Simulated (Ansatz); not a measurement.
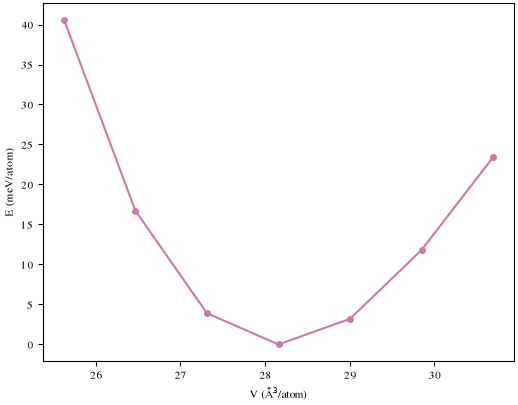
Fig. 1. GeSbTe₃ in space group R3m (No. 160; Pearson symbol hR5) under volume change, the program Ansatz at the LDA level (PAW), shape and atoms relaxed at each volume.

Problem. What does a third-order Birch–Murnaghan fit give for V₀, B₀ and B′?

Solution. V₀ = 28.17 Å³/atom, B₀ = 41.7 GPa, B′ = 8.3.

The first step of the workflow began from a Materials Project structure, measured or hypothetical; the Crystallography Open Database copy checked does not list it. Its standing as an ambient phase is unchecked. The LDA relaxation kept the symmetry of its start; its stability against distortions is not shown here. A crystal of weakly bound layers computed without a dispersion correction: the cell and the soft elastic constants depend strongly on that. Spin–orbit coupling is left out wherever it is not named.

Potentials: the later of the program's two PAW sets.
